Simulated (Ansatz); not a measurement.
**BCl2F (dichlorofluoroborane): levels of theory compared**

We compute a comparison of 6 runs (UHF/STO-3G, BHLYP/STO-3G, UB3LYP/STO-3G, wB97X/STO-3G, CCSDT/STO-3G, FCI/STO-3G) of BCl2F (dichlorofluoroborane). 

The calculation is run with Ansatz 0.2.0.

67 further runs of the same task are left out: 4 that didn't finish, 63 set aside as unsound or not needed.

## Step 1: The structure to begin with

BCl2F has 4 atoms, charge 0, and is taken as a singlet. As SMILES, `FB(Cl)Cl`. The B2–F1 distance was set to 3.276 Å, away from the relaxed value. At this shape a bond of the SMILES string is far longer than usual.

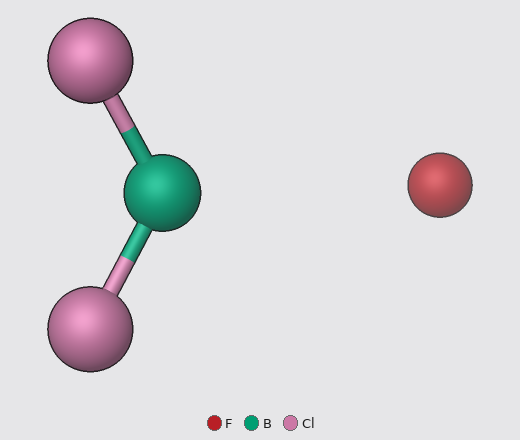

Viewed from a chosen angle; fluorine red, boron teal, chlorine pink.

## Step 2: The energy at UHF/STO-3G (run 1)

molecule.yaml

```yaml
crystal:
  periodic: [false, false, false]
  atoms:
    - {symbol: F, position_ang: [0.274064, -2.792426, -1.871943]}
    - {symbol: B, position_ang: [0.007910, -0.080610, -0.054040]}
    - {symbol: Cl, position_ang: [-1.549540, 0.373780, 0.571420]}
    - {symbol: Cl, position_ang: [1.427260, 0.872140, 0.263810]}
basis:
  gaussian:
    orbitals: STO-3G
magnetization:
  spin_polarized: true
  initial_magnetization: 0
hamiltonian:
  xc: hf
accuracy: high
```

Started as:

```sh
ansatz run molecule.yaml --threads 1 --pin off --max-ram 3480MiB --events-out events.jsonl --progress --plain --runs-dir runs
```

Standard output:

```text
Warning: RAYON_NUM_THREADS=1 ignored (pool sized by the plan → 1); use --threads N
Functional definition: HF
  name "HF"
  exchange = exact_x
  correlation = 0
487 factors; integrals over basis functions are off by at most 2.2e-8 eV
mean field evaluation 1: about -28051.1929 eV, gradient 2.1e1 eV
mean field evaluation 2: about -28051.2141 eV, gradient 2.1e1 eV
mean field evaluation 4: about -28055.0487 eV, gradient 5.4e0 eV
mean field evaluation 8: about -28052.5049 eV, gradient 1.5e1 eV
mean field evaluation 16: about -28064.8121 eV, gradient 1.1e1 eV
mean field evaluation 32: about -28069.0718 eV, gradient 5.2e-4 eV
mean field evaluation 64: about -28069.0706 eV, gradient 8.9e-2 eV
mean field evaluation 96: about -28069.0594 eV, gradient 8.8e-1 eV
mean field evaluation 128: about -28069.0717 eV, gradient 2.6e-3 eV
mean field evaluation 160: about -28066.2385 eV, gradient 5.8e-1 eV
mean field evaluation 192: about -28052.7197 eV, gradient 1.7e1 eV
mean field -28069.07181575 eV, -1031.5193633288 hartree, gradient 1.7e-8 eV, S^2 1.003808; 7 other end points of the search recorded, 0 dependent functions left out
reference -28069.07181575 eV, -1031.5193633288 hartree; 24, 24 occupied and 4, 4 virtual orbitals, 487 factors
Total energy: -28069.07181575 eV, -1031.5193633288 hartree
```

Wall time 1.5 s (1 thread of Arm Neoverse V1, shared host); peak memory 0.1 GiB.

## Step 3: A single-point energy at BHLYP/STO-3G (run 2)

run.yaml

```yaml
crystal:
  periodic: [false, false, false]
  atoms:
    - symbol: F
      position_ang: [0.274064, -2.792426, -1.871943]
    - symbol: B
      position_ang: [0.007910, -0.080610, -0.054040]
    - symbol: Cl
      position_ang: [-1.549540, 0.373780, 0.571420]
    - symbol: Cl
      position_ang: [1.427260, 0.872140, 0.263810]
basis:
  gaussian:
    orbitals: STO-3G
hamiltonian:
  xc: {name: BHLYP}
accuracy: high
```

Started as:

```sh
ansatz run run.yaml --threads 1 --pin off --max-ram 3480MiB --events-out events.jsonl --progress --plain --runs-dir runs
```

Standard output:

```text
Warning: RAYON_NUM_THREADS=1 ignored (pool sized by the plan → 1); use --threads N
Functional definition: BHLYP
  name "BHLYP"
  parameter a = 0.5
  exchange = (1 - a)*b88_x + a*exact_x
  correlation = lyp_c
487 factors; integrals over basis functions are off by at most 2.2e-8 eV
mean field evaluation 1: about -28097.9688 eV, gradient 3.0e1 eV
mean field evaluation 2: about -27736.8745 eV, gradient 5.5e1 eV
mean field evaluation 4: about -27979.8677 eV, gradient 3.9e1 eV
mean field evaluation 8: about -28096.7658 eV, gradient 1.4e1 eV
mean field evaluation 16: about -28110.8203 eV, gradient 1.4e-1 eV
mean field -28110.82051342 eV, -1033.0535996698 hartree, gradient 2.4e-8 eV, S^2 0.000000; 2 other end points of the search recorded, 0 dependent functions left out
reference -28110.82053203 eV, -1033.0536003535 hartree; 24, 24 occupied and 4, 4 virtual orbitals, 487 factors
Total energy: -28110.82053203 eV, -1033.0536003535 hartree
```

Wall time 1.9 s (1 thread of Arm Neoverse V1, shared host); peak memory 0.1 GiB.

## Step 4: The energy at UB3LYP/STO-3G (run 3)

in.yaml

```yaml
crystal:
  periodic: [false, false, false]
  atoms:
    - {symbol: F, position_ang: [0.274064, -2.792426, -1.871943]}
    - {symbol: B, position_ang: [0.007910, -0.080610, -0.054040]}
    - {symbol: Cl, position_ang: [-1.549540, 0.373780, 0.571420]}
    - {symbol: Cl, position_ang: [1.427260, 0.872140, 0.263810]}
basis:
  gaussian:
    orbitals: STO-3G
magnetization:
  spin_polarized: true
hamiltonian:
  xc: {name: B3LYP}
accuracy: high
```

Started as:

```sh
ansatz run in.yaml --threads 1 --pin off --max-ram 3480MiB --events-out events.jsonl --progress --plain --runs-dir runs
```

Standard output:

```text
Warning: RAYON_NUM_THREADS=1 ignored (pool sized by the plan → 1); use --threads N
Functional definition: B3LYP
  name "B3LYP"
  parameter a0 = 0.2
  parameter ax = 0.72
  parameter ac = 0.81
  exchange = (1 - a0 - ax)*slater_x + ax*b88_x + a0*exact_x
  correlation = (1 - ac)*vwn_rpa_c + ac*lyp_c
487 factors; integrals over basis functions are off by at most 2.2e-8 eV
mean field evaluation 1: about -28097.3594 eV, gradient 2.1e1 eV
mean field evaluation 2: about -27733.3173 eV, gradient 4.1e1 eV
mean field evaluation 4: about -27742.0432 eV, gradient 3.0e1 eV
mean field evaluation 8: about -28099.4285 eV, gradient 1.4e1 eV
mean field evaluation 16: about -28111.4904 eV, gradient 2.8e-3 eV
mean field evaluation 32: about -27733.5047 eV, gradient 4.1e1 eV
mean field evaluation 64: about -28113.7113 eV, gradient 1.1e-1 eV
mean field -28113.71478321 eV, -1033.1599621227 hartree, gradient 1.5e-8 eV, S^2 0.989195; 6 other end points of the search recorded, 0 dependent functions left out
reference -28113.71481039 eV, -1033.1599631215 hartree; 24, 24 occupied and 4, 4 virtual orbitals, 487 factors
Total energy: -28113.71481039 eV, -1033.1599631215 hartree
```

Run time: 17 s. Hardware: 1 thread of Arm Neoverse V1, shared host; peak memory 0.16 GiB.

Runs 4 to 5 aren't shown in full; the table further down has their settings and results.

## Step 5: A single-point energy at FCI/STO-3G (run 6)

molecule.yaml

```yaml
crystal:
  periodic: [false, false, false]
  atoms:
    - symbol: F
      position_ang: [0.274064, -2.792426, -1.871943]
    - symbol: B
      position_ang: [0.007910, -0.080610, -0.054040]
    - symbol: Cl
      position_ang: [-1.549540, 0.373780, 0.571420]
    - symbol: Cl
      position_ang: [1.427260, 0.872140, 0.263810]
basis:
  gaussian: {orbitals: STO-3G}
accuracy: high
correlation: {method: fci, frozen_orbitals: {B: 1, Cl: 5, F: 1}}
```

Started as:

```sh
ansatz run molecule.yaml --threads 1 --pin off --max-ram 3480MiB --events-out events.jsonl --progress --plain --runs-dir runs
```

Standard output, cut to the lines that bear on the results:

```text
Warning: RAYON_NUM_THREADS=1 ignored (pool sized by the plan → 1); use --threads N
Functional definition: HF
  name "HF"
[...]
487 factors; integrals over basis functions are off by at most 2.2e-8 eV
[...]
mean field -28061.65102698 eV, -1031.2466543712 hartree, gradient 7.9e-8 eV, S^2 0.000000; 4 other end points of the search recorded, 0 dependent functions left out; unrestricted orbitals would lower it
unrestricted determinant -28069.07181259 eV, -1031.5193632123 hartree, S^2 1.0038
12 core orbitals not correlated: weight in the atoms' cores, before any rotation towards them, 1.000 or more for the frozen orbitals, at most 0.000 for the correlated occupied ones
reference -28061.65102698 eV, -1031.2466543712 hartree; 12, 12 occupied and 4, 4 virtual orbitals, 487 factors
state -28070.56292770 eV, -1031.5741606822 hartree
Total energy: -28070.56292770 eV, -1031.5741606822 hartree
```

Run time: 43 s. Hardware: 1 thread of Arm Neoverse V1, shared host; peak memory 0.53 GiB.

## Step 6: All runs side by side

| run | level | frozen core orbitals | energy (Eh) | wall time |
| --- | --- | --- | --- | --- |
| 1 | UHF/STO-3G | – | -1031.519363 | 1.5 s |
| 2 | BHLYP/STO-3G | – | -1033.053600 | 1.9 s |
| 3 | UB3LYP/STO-3G | – | -1033.159963 | 17 s |
| 4 | wB97X/STO-3G | – | -1033.063217 | 8.7 s |
| 5 | CCSDT/STO-3G | 12 | -1031.573671 | 1.2 s |
| 6 | FCI/STO-3G | 12 | -1031.574161 | 43 s |

## Step 7: Summary of results

```
                                           quantity           value
                                run 6: total energy  -1031.57416 Eh
run 6: correlation energy (12 core orbitals frozen)      -327.5 mEh
```

What this shows: Against full CI in this basis: UHF +54.8 mEh; CCSDT +0.5 mEh. Totals of different functionals can't be ranked against each other. In run 5 the log says that unrestricted orbitals would lower the reference, so the values rest on an unstable closed-shell determinant (other closed-shell runs at this shape may share the fault). In runs 1, 2, 3, 4, 5, 6 the basis is minimal, so the values are rough. Spin contamination of the reference: run 1 ⟨S²⟩ = 1.00, run 3 ⟨S²⟩ = 0.99. Where it is this large, the reference is a mixture of spin states, and values that rest on it are in doubt. All runs together took 73 s, the longest 43 s.
